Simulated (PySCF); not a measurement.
Zn(I)(Me), SMILES [CH3][Zn][I] at its PBE0/def2-SVP optimised geometry (Å):

```
6

Zn    -0.0583     0.1603     0.0000
I      2.3874     0.1603     0.0000
C     -1.9965     0.1570    -0.0031
H     -2.3874     0.4680     0.9780
H     -2.3819    -0.8502    -0.2244
H     -2.3853     0.8502    -0.7649
```

Calculation: PBE0/def2-TZVP, def2 effective core potentials past Kr (PySCF 2.14.0). The core electrons that the potentials of I replace are not part of the density. Cells within 0.4 Å of a nucleus heavier than hydrogen are left out (blank, or x).

Map of the LUMO amplitude (bohr^(-3/2)) on the plane z = 0.0 Å; orbital energy -0.73 eV, overall sign arbitrary:

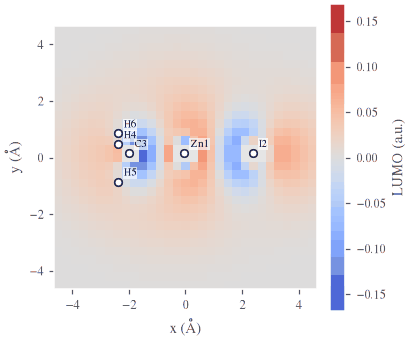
Figure. LUMO amplitude (bohr^(-3/2)) on the plane z = 0.0 Å.
